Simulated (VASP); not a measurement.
Band structure of TiB₂ (AlB2 type). Level of theory: rev-vdW-DF2, VASP's PBE PAW potentials (set 64) (plane waves; VASP 6.6.1).

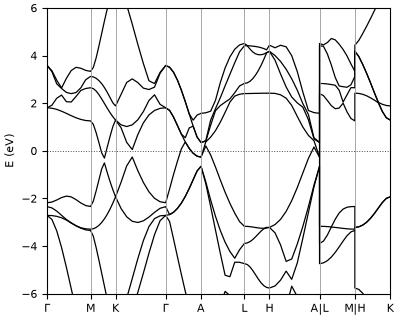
Figure. Bands along high-symmetry lines, zero at the valence-band maximum or, without a gap, the Fermi level

Read the plot: is there a gap, and where are the band edges?

It has no gap at this level: it comes out as a metal or semimetal. (Edges off the drawn lines would not show.)

The compound is TiB2 in the AlB2 type structure. It was relaxed first.
